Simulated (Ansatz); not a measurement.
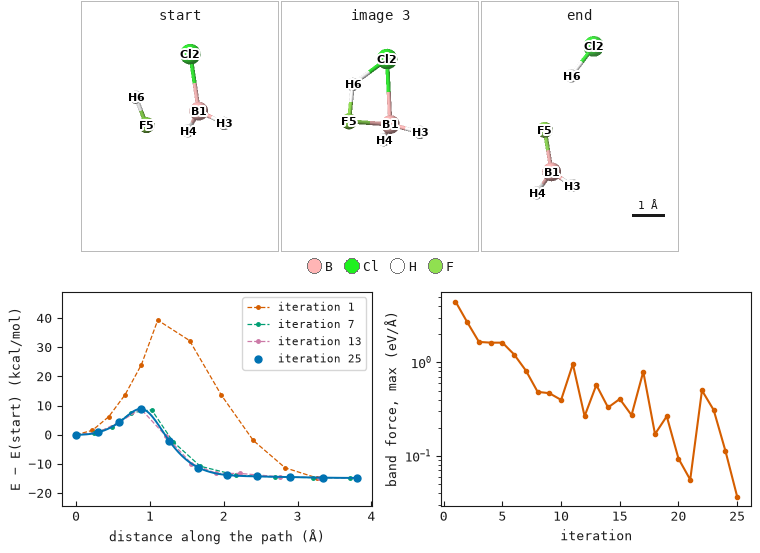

NEB run on BH3ClF. Images are numbered from 0 (start) to 10 (end). The plot follows the band through its iterations. A ball-and-stick model, seen at a tilt.

Computed with RKS B3LYP-D4/6-31G* (Ansatz). Run with 9 movable images; climbing image; force threshold 0.05 eV/Å; iteration limit 60; spring constant 0.1 eV/Å²; starting path through a guess of the saddle point.

Judge this run.

The run is converged, with reservations. The band converged in 25 iterations. The largest component of the band force went from 4.5 to 0.037 eV/Å. The climbing image converged on the top of the path. Its curvatures weren't checked. The spring constant is far from the usual few eV/Å², which spoils the spacing or the steps. The first iteration put the highest image at 39.3 kcal/mol. The energy climbs by 8.9 kcal/mol to image 3 and then falls by 23.7 kcal/mol, so the end point sits at −14.8 kcal/mol.
